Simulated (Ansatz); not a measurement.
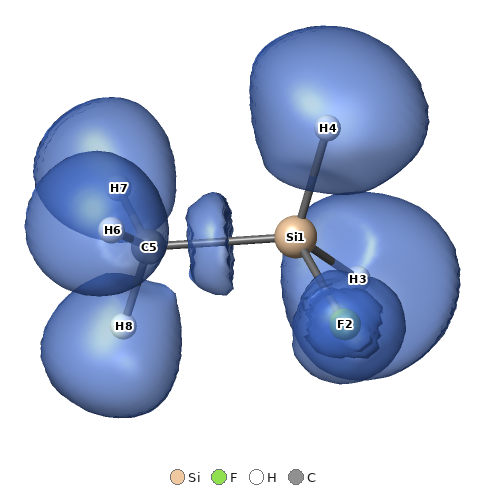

CH₅FSi. Isosurface of the ELF at 0.8 (blue), seen at a tilt. Core shells and regions of very low density are left out.

Not at a stationary point (largest force 1.8 eV/Å).

Theory: RKS PBE0/def2-SVP (Ansatz).

| atom | x (Å) | y (Å) | z (Å) |
| --- | --- | --- | --- |
| Si | 0.1442 | -0.0217 | 0.0648 |
| F | 0.7495 | -0.2510 | 1.5288 |
| H | 1.4797 | 0.1908 | -0.4689 |
| H | -0.7259 | 1.1899 | 0.0416 |
| C | -0.7882 | -1.5025 | -0.5653 |
| H | -1.6701 | -1.6957 | 0.0657 |
| H | -1.1440 | -1.3231 | -1.5931 |
| H | -0.1614 | -2.4068 | -0.5689 |

### What do the ELF domains correspond to?

At this value the surface marks out one region between bonded C–Si atoms (shared pairs), five regions around hydrogen nuclei and one region wrapped around F (its lone pairs, merged into a ring or cap). Along the contacts the grid gives the following. Si–F (1.60 Å): the ELF peaks at about 0.85 in the valence shell of F, 0.6 Å from its nucleus, and is about 0.50 at the midpoint. C–Si (1.86 Å): the ELF peaks at about 0.95 between the atoms (a shared electron pair).
